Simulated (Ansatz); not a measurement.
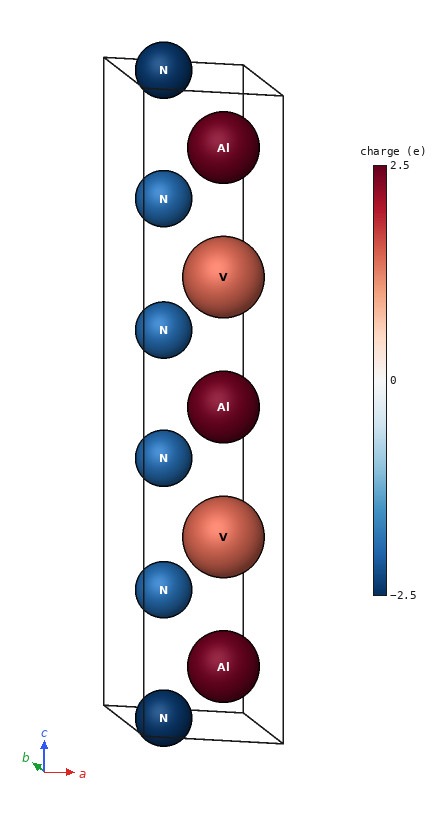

View slightly off an axis, drawn as a spheres-only model. The lines enclose the simulation cell; boundary atoms appear with their images. The atoms of this Al3V2N5 cell are coloured by their Bader charge.

Electronic-structure method: DFT PBE, scalar-relativistic, plane waves, PAW in Ansatz. Parameters: plane waves up to 420 eV, an 18×18×4 mesh of k-points, Gaussian smearing of 0.1 eV, no spin polarisation.

### Which way does the charge move?

Most positive: Al; most negative: N. Charges: about Al +2.4 e; V +1.4 e; N -2.4 to -1.9 e.

Origin of the cell: a structure type filled with these elements by a generator (whether the compound takes this form wasn't checked). Earlier steps of the study may have refined or changed the cell and positions. An electronic-structure calculation with Ansatz was run on it.
